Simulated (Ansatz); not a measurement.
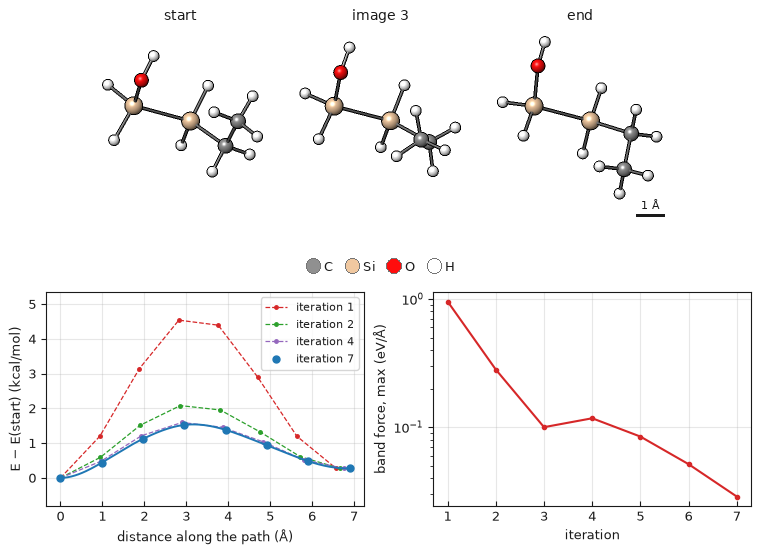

A nudged-elastic-band calculation for C2H10OSi2. Images are numbered from 0 (start) to 7 (end). The plot follows the band through its iterations. Style: ball-and-stick. Shown from a free direction.

Method: RKS B3LYP/6-31G (Ansatz). Settings: 6 movable images; no climbing image; force threshold 0.05 eV/Å; iteration limit 18; starting path by image-dependent pair potential.

> Judge this run.

The run is converged, with reservations. The band converged in 7 iterations. The largest component of the band force went from 0.96 to 0.029 eV/Å. No image climbed, so the highest image needn't lie on the saddle point, and the true maximum along this path can be higher. The first iteration put the highest image at 4.54 kcal/mol. Forward barrier 1.53 kcal/mol, backward barrier 1.25 kcal/mol, with image 3 at the top; the reaction energy is +0.27 kcal/mol.
